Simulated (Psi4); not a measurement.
# M06-L/def2-TZVPD (sweep point 4) run of BH2Cl (SMILES BCl)

Wanted: a structure relaxation of BH2Cl. 

Program for the calculation: Psi4 1.11.

### 1 The molecule

The species is BH2Cl (4 atoms), meant as a singlet with charge 0. As SMILES, `BCl`. The shape is that of a PBE0-D4/def2-TZVP optimisation. The run starts from this shape.

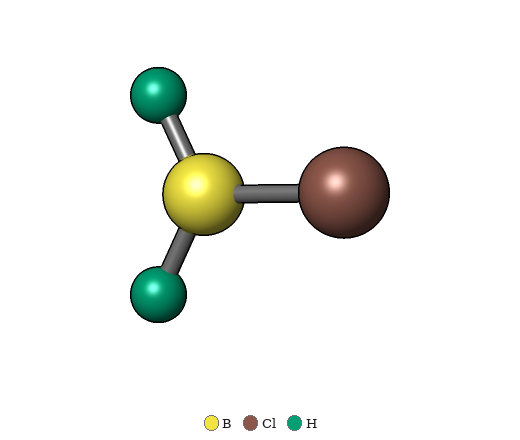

Viewed from a chosen angle; boron yellow, chlorine brown, hydrogen teal.

### 2 A geometry optimisation at M06-L/def2-TZVPD (sweep point 4)

Input file calc.py:

```python
import psi4

psi4.set_memory(1600000000)
psi4.set_num_threads(1)
psi4.core.set_output_file('run.log', False)

m = psi4.geometry("""
0 1
B     -0.116700     0.021700    -0.075300
Cl     1.365000    -0.395300     0.721200
H     -1.106200    -0.559500     0.240400
H     -0.086600     0.872800    -0.906600
symmetry c1
""")

psi4.set_options({
    'puream': True,
    'scf_type': 'pk',
    'dft_radial_points': 99,
    'dft_spherical_points': 590,
    'g_convergence': 'gau_tight',
    'geom_maxiter': 50,
})

energy_value = psi4.optimize('m06-l/def2-TZVPD')
print('E =', round(energy_value, 9))
m.save_xyz_file('final.xyz', False)
```

The run is started by

```
python calc.py
```

run.log:

```text
[...]
  Running in c1 symmetry.
[...]
  Nuclear repulsion =   37.783015982108225
[...]
  Multiplicity = 1
[...]
  Nalpha       = 12
  Nbeta        = 12
[...]
    Number of basis functions: 101
[...]
   @RKS iter   1:  -486.17026536135000   -2.64989e-01   4.41548e-03 ADIIS/DIIS
[...]
   @RKS iter   3:  -486.28149616346832   -2.44995e-11   6.02641e-09 DIIS
[...]
    Orbital Energies [Eh]
    ---------------------
    Doubly Occupied:
       1A   -101.187469     2A     -9.418856     3A     -7.124312
       4A     -7.120707     5A     -7.117419     6A     -6.705635
       7A     -0.816813     8A     -0.488748     9A     -0.376195
      10A     -0.373259    11A     -0.337249    12A     -0.276941
[...]
  @RKS Final Energy:  -486.28149616346832
   => Energetics <=
    Nuclear Repulsion Energy =             37.8951479567499021
    One-Electron Energy =                -744.7381354111753353
    Two-Electron Energy =                 253.6416326570125932
    DFT Exchange-Correlation Energy =     -33.0801413660555141
    Empirical Dispersion Energy =           0.0000000000000000
    VV10 Nonlocal Energy =                  0.0000000000000000
    Total Energy =                       -486.2814961634683186
[...]
 Multipole Moments:
 ------------------------------------------------------------------------------------
     Multipole            Electronic (a.u.)      Nuclear  (a.u.)        Total (a.u.)
 ------------------------------------------------------------------------------------
 L = 1.  Multiply by 2.5417464519 to convert [e a0] to [Debye]
 Dipole X            :          2.1406257           -2.2644107           -0.1237851
 Dipole Y            :         -0.6023971            0.6372311            0.0348340
 Dipole Z            :          1.1506316           -1.2171688           -0.0665372
 Magnitude           :                                                    0.1447873
[...]
  -Total Gradient:
     Atom            X                  Y                   Z
    ------   -----------------  -----------------  -----------------
       1       -0.000015708003     0.000004314799    -0.000008312411
       2       -0.000014629807     0.000004167147    -0.000007917934
       3       -0.000015185920     0.000004417713    -0.000008315965
       4       -0.000015270410     0.000004208398    -0.000008131566
[...]
    Final optimized geometry and variables:
    Molecular point group: c1
    Full point group: C1
    Geometry (in Angstrom), charge = 0, multiplicity = 1:
    B           -1.056674408044     0.297359948982    -0.567984338721
    CL           0.421409541079    -0.118589359320     0.226516375234
    H           -2.043798754428    -0.275301140913    -0.260092059027
    H           -1.035065966412     1.141728673065    -1.394862598369
[...]
```

Standard output:

```text
Some dependencies such as QCElemental have not yet finished migration to pydantic v2. If issues are encountered please downgrade pydantic or upgrade QCElemental as appropriate
	Previous geometry is closer to target in internal coordinates, so using that one.

	Best geometry has RMS(Delta(q)) = 9.01e-06

	Energy has increased in a minimization.
	Energy ratio indicates iffy step.
	Intrafrag trust radius decreased to   0.25.
	Denominators (dg)(dq) or (dq)(dq) are very small.
	Skipping Hessian update for step 5.
Optimizer: Optimization complete!
E = -486.281496163
```

Wall time 87 s (1 thread of INTEL XEON PLATINUM 8581C at 2.30GHz (Emerald Rapids), shared host); peak memory 0.8 GiB.

Step by step:

```tsv
step	energy from the first frame kept (eV)	largest force (eV/Å)
0	0.0000	0.2118
1	-0.0022	0.0544
2	-0.0022	0.0418
3	0.0002	0.2712
4	-0.0022	0.0014
5	-0.0022	0.0009
```

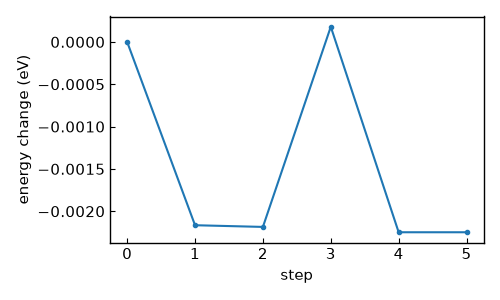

Energy along the run.

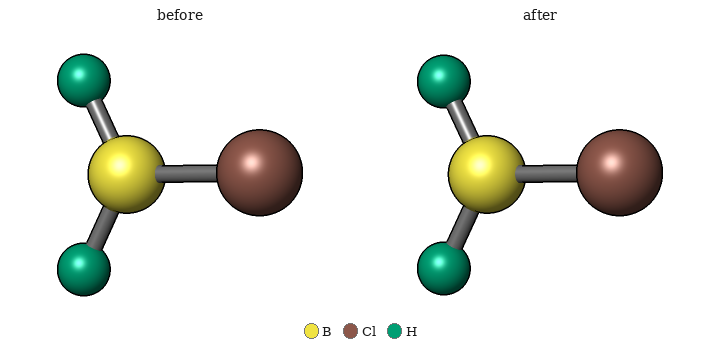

Before and after, at one scale.

After the run. Bond lengths: B1–Cl2 1.729 Å, B1–H3 1.182 Å, B1–H4 1.182 Å. Angles: Cl2–B1–H3 118.5°, Cl2–B1–H4 118.5°, H3–B1–H4 122.9°.

### 3 What came out

At M06-L/def2-TZVPD (sweep point 4):

```
               quantity          value
total energy at the end  -486.28150 Eh
          dipole moment         0.37 D
            HOMO energy       -7.54 eV
            LUMO energy       -2.40 eV
          HOMO–LUMO gap        5.14 eV
```

At the final geometry: Bond lengths: B1–Cl2 1.729 Å, B1–H3 1.182 Å, B1–H4 1.182 Å. Angles: Cl2–B1–H3 118.5°, Cl2–B1–H4 118.5°, H3–B1–H4 122.9°. The optimisation took 6 steps and changed the energy by -0.002 eV.
